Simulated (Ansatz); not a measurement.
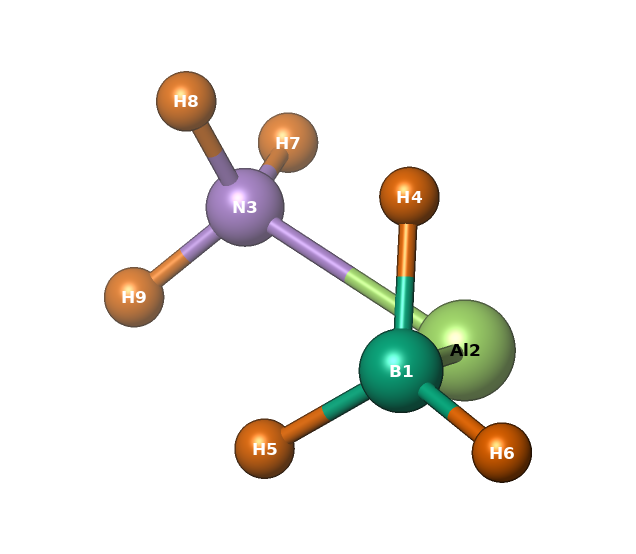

Al2 lies behind B1. The molecule seen a little off the B1–Al2 bond, B1 in front. Distant atoms are faded towards the background colour. The species has charge +1 and is a spin singlet. Computed geometry: PBE0-D4/def2-TZVP optimisation. No frequency run is at hand to confirm it as a minimum.

Q: What is the torsion angle H4–B1–Al2–N3? The sign is positive where the front bond must turn clockwise to cover the back bond.

A: −62°, synclinal (gauche).
